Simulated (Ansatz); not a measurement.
**A computed series for SrHfO3: pressure series**

Consider SrHfO3 (space group I4/mcm, No. 140; a cell from a computed database, its experimental status unchecked).

```
SrHfO3
1.0
   -2.85713     2.85713     4.13564
    2.85713    -2.85713     4.13564
    2.85713     2.85713    -4.13564
Sr Hf O
2 2 6
Cartesian
  2.85713   0.00000   2.06782
  0.00000   2.85713   2.06782
  0.00000   0.00000   4.13564
  0.00000   0.00000   0.00000
  1.10041   3.95754   0.00000
  1.75672  -1.10041   4.13564
  1.75672   1.10041   0.00000
  1.10041   1.75672   4.13564
  0.00000   0.00000   6.20346
  0.00000   0.00000   2.06782
```

Cell and atoms are relaxed at each pressure.

Calculations: DFT with PBEsol, PAW potentials and a 420 eV plane-wave cutoff in Ansatz (a first-principles code), no spin-orbit coupling.

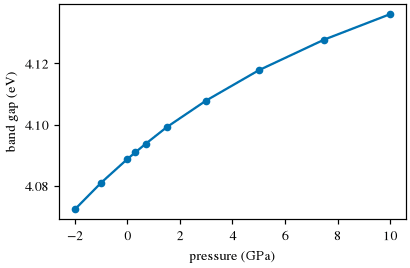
*Band gap against pressure*

**Question.** From the plot, what is the band gap for pressure 3 GPa?

**Answer.** About 4.11 eV.

**Question.** Is the trend monotonic over the range shown?

**Answer.** Yes, it rises throughout, spanning 4.07 eV to 4.14 eV.

With Hf present, leaving out spin-orbit coupling can change the band edges. Load acts through the strain it causes; cell and atoms are relaxed under it. Stability against distortions was not tested. No other phases were tried under pressure.
